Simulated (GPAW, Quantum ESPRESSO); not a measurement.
The K K edge of atom 1 in K (Im-3m), with 8 K at 4.52 Å and 6 K at 5.22 Å (cube and octahedron, as in bcc, site symmetry m-3m), was computed in 2 ways: excited-electron core hole (neutral cell) and no core hole. Program and functional: Quantum ESPRESSO XSpectra, LDA, Lorentzian half width 0.37 eV up to 4 eV, rising linearly to 2.5 eV at 25 eV; cells of 1 and 4 atoms (the run without a hole in the smaller).

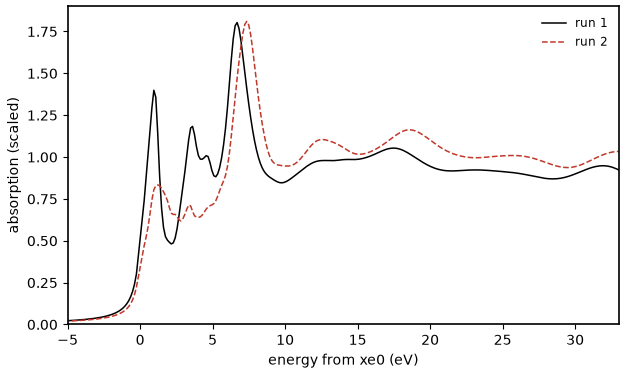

Each run is counted from its own lowest empty level or Fermi level and scaled to a mean of 1 over its first 20 eV.

The database entry behind the starting cell lists a temperature near 5 K, so it need not match the best structure at ambient conditions.

Q: Which run is which?

Run 1: excited-electron core hole (neutral cell) (area from −2 to 6 eV 5.7, main maxima 0.9 eV (1.40), 3.6 eV (1.18), 6.7 eV (1.80) and 17.5 eV (1.05)). Run 2: no core hole (area from −2 to 6 eV 4.4, main maxima 1.2 eV (0.83), 7.4 eV (1.81), 12.6 eV (1.10) and 18.6 eV (1.16)). With each curve scaled to its own mean, the area from −2 to 6 eV with the hole is 5.7 against 4.4, and the centre of weight from −1 to 20 eV moves by -0.7 eV: the hole pulls the absorber's empty states down.

[Hosts, paths, dates, database ids (printed as entryN), source tags and the programs' standing remarks are cut or masked in the printed files.]

[Lists of maxima count a maximum above −3 eV only where it reaches 4 % of the highest in the window and stands out from its surroundings by 2 % of it (1.5 % where it reaches 55 %); shoulders and weaker maxima are passed over, and of the rest the first, up to two pre-edge ones and the few strongest are named.]
